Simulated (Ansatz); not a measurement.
Zinc-blende HgTe, treated with RPBE in Ansatz (PAW).

Settings: plane-wave cutoff 520 eV, 10×10×10 k mesh, Fermi–Dirac smearing 0.01 eV, scalar-relativistic PAW data made under PBE.

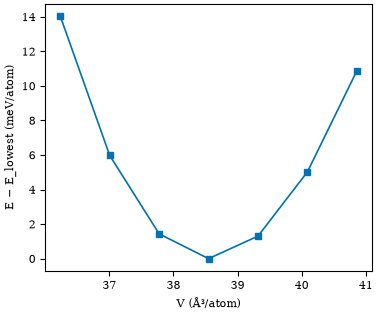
Total energy against volume

From the curve, estimate the equilibrium volume and the bulk modulus.

V0 ≈ 38.5 Å³/atom and B0 ≈ 28 GPa; the fit gives V0 = 38.550 Å³/atom, B0 = 28.4 GPa, B′ = 5.3.

Measured, for comparison: bulk modulus 42.3 GPa (temperature not stated, not corrected to a static lattice; as tabulated in Toher et al. (2017), arXiv:1611.05714); equilibrium volume per atom 33.70 Å³/atom (room temperature, not corrected to a static lattice; as tabulated in Cava et al. (2013), arXiv:1302.1059). Computed (rounded) less measured: bulk modulus -33 %, equilibrium volume per atom +14.4 %.

Note: the cell is over a tenth larger than the published one: the level's own overestimate first of all, though another phase or state, or a fault of the published cell, is possible.

Spin–orbit coupling is not included; it can open a gap where bands touch, and shift volumes and moduli.

Ansatz is an electronic-structure program.
